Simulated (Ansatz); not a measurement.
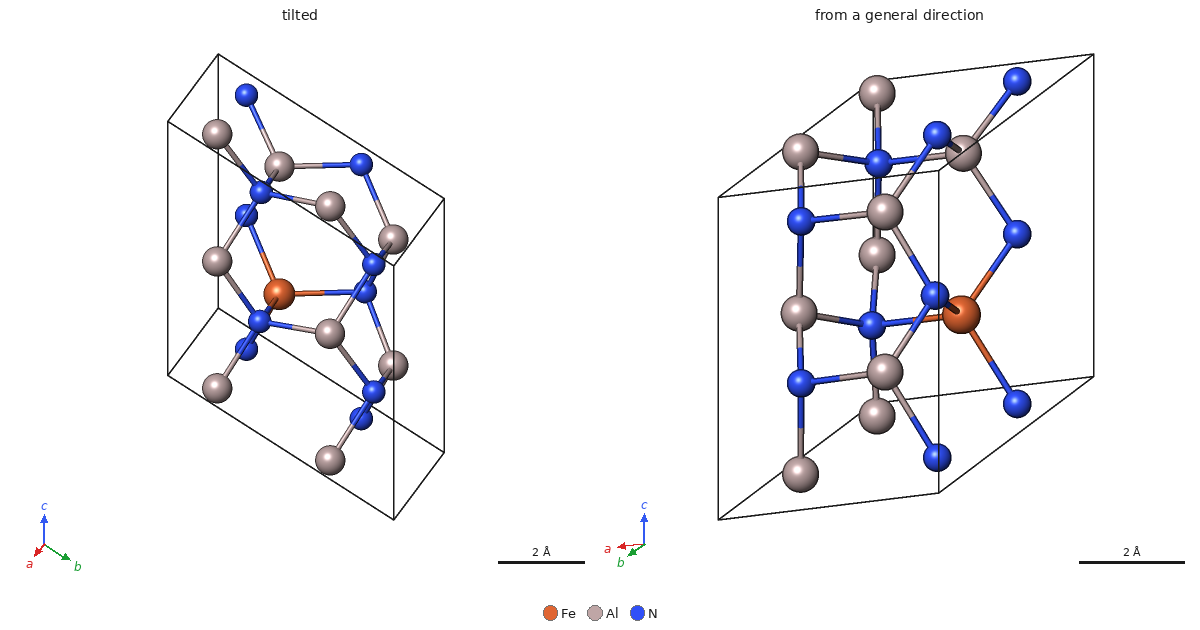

The figure gives a ball-and-stick picture of the atoms, viewed slightly off an axis and from a general direction. The edges of the supercell are marked. The host is AlN, in a cell of 16 sites, and the cell carries a charge of -1.

**What imperfection does the supercell contain?**

Iron on an aluminium site (a substitutional impurity). It is bonded to four N in a tetrahedral arrangement at about 2.0 Å.

Level of theory and settings: DFT PBE, scalar-relativistic, plane waves, PAW in Ansatz 0.2.0, wavefunction cutoff 420 eV, k-grid 2×2×2, Gaussian smearing of 0.01 eV, collinear spins.

**Does a spin moment come with the defect?**

Yes, 4.0 μB in the cell.

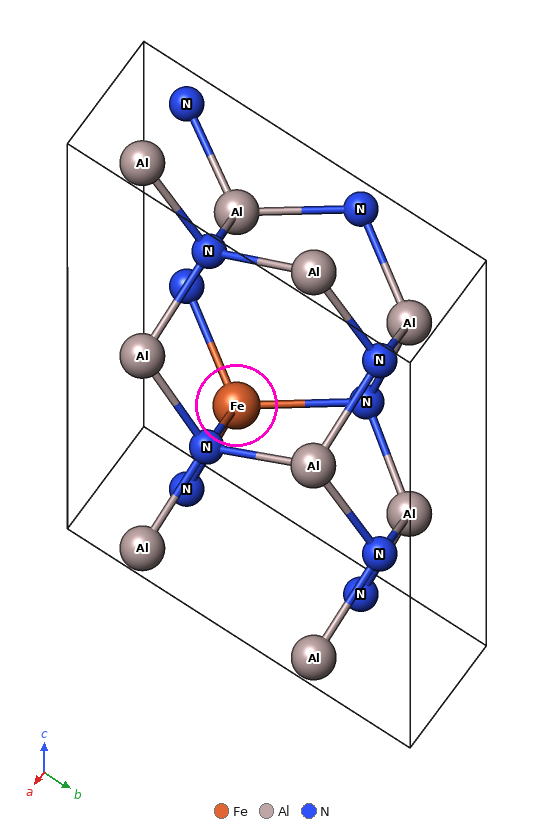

The same cell with a ring at the defect's site.

The atoms were relaxed in the host's cell with DFT PBE, scalar-relativistic, plane waves, PAW in Ansatz 0.2.0.
